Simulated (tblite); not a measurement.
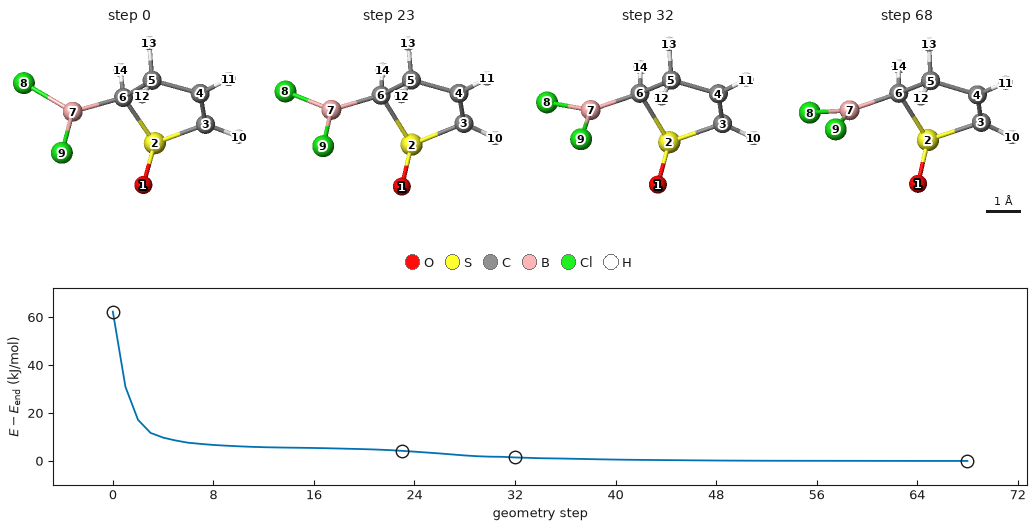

Frames of a relaxation of C₄H₅BCl₂OS, marked on the history of the run. Style: ball-and-stick. Shown at a tilt.

Method: tblite, GFN2-xTB geometry optimisation, gas phase. 

**Describe the path.**

The largest move after the best rigid fit is that of Cl8, 1.00 Å. By element the largest moves are Cl 1.00 Å, O 0.31 Å, H 0.22 Å, C 0.19 Å, S 0.17 Å, B 0.07 Å. Near-neighbour distances that change, for instance: B7–Cl9 1.849 → 1.712 Å, B7–Cl8 1.845 → 1.721 Å, S2–C6 1.815 → 1.913 Å, O1–S2 1.525 → 1.459 Å. Bond angles that change, for instance: S2–C6–H14 106.8° → 99.4°, S2–C6–B7 113.2° → 107.4°, C5–C6–B7 113.4° → 118.9°. Groups turn about C6–B7 by about 35°. After 68 geometry steps the energy has fallen by 62.3 kJ/mol. From step 0 to 23: Cl8 moves most (0.28 Å), energy −58.1 kJ/mol. From step 23 to 32: Cl8 moves most (0.39 Å), energy −2.76 kJ/mol. From step 32 to 68: Cl9 moves most (0.35 Å), energy −1.46 kJ/mol.
